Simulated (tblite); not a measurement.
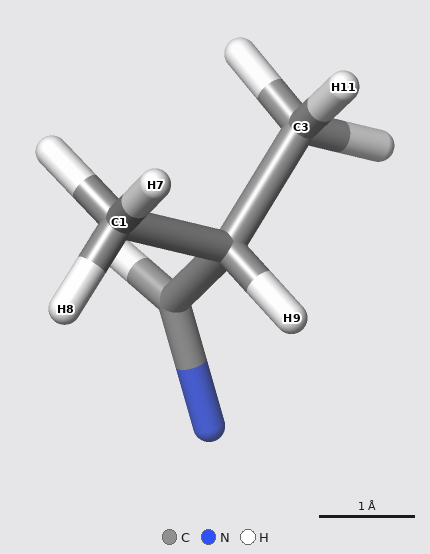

C4H8N (multiplicity 2), before the relaxation. The picture is a stick view, seen from a free direction.

The calculation used GFN2-xTB geometry optimisation, gas phase (tblite 0.8.0).

```xyz
13

C    -0.3017    1.3656   -0.0203
C     0.1157   -0.0390   -0.4052
C    -0.8916   -1.0781    0.0710
C     1.4445   -0.3333    0.2390
N     2.6115   -0.6538   -0.5623
H    -0.4264    1.4777    1.0626
H    -1.2661    1.6254   -0.4915
H     0.4401    2.1069   -0.3442
H     0.2347   -0.1119   -1.4830
H    -0.5830   -2.0883   -0.1948
H    -1.8782   -0.8966   -0.3997
H    -1.0358   -1.0516    1.1570
H     1.5318   -0.3225    1.3538
```

### Where does the relaxation end?

Over 22 geometry steps the energy falls by 32.7 kcal/mol. N5 moves most after the best rigid fit: 0.17 Å. By element the largest moves are N 0.17 Å, H 0.11 Å, C 0.08 Å. Some distances before and after: C4–N5 1.451 → 1.216 Å, C2–C4 1.506 → 1.529 Å, C3–H11 1.108 → 1.088 Å, C4–H13 1.118 → 1.099 Å. Bond angles that change, for instance: C2–C4–H13 119.6° → 111.2°, C2–C4–N5 121.1° → 126.6°, N5–C4–H13 119.3° → 122.3°.

Final geometry:

```xyz
13

C    -0.2913    1.3688   -0.0144
C     0.1151   -0.0432   -0.4200
C    -0.8844   -1.0825    0.0742
C     1.4879   -0.3535    0.1783
N     2.5022   -0.6210   -0.4367
H    -0.4018    1.4440    1.0662
H    -1.2428    1.6241   -0.4770
H     0.4526    2.0930   -0.3388
H     0.2085   -0.1049   -1.5080
H    -0.5602   -2.0865   -0.1907
H    -1.8559   -0.9036   -0.3828
H    -0.9965   -1.0272    1.1557
H     1.4621   -0.3072    1.2765
```

After the run, drawn alike:

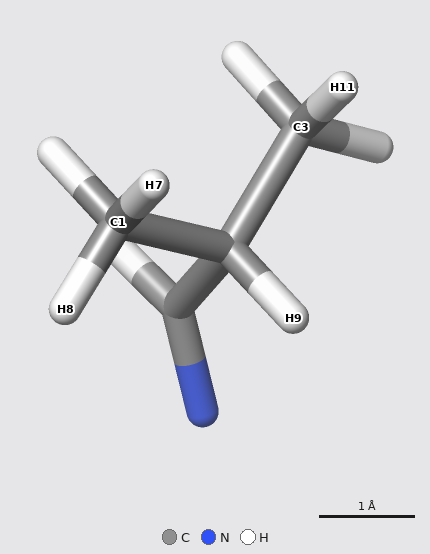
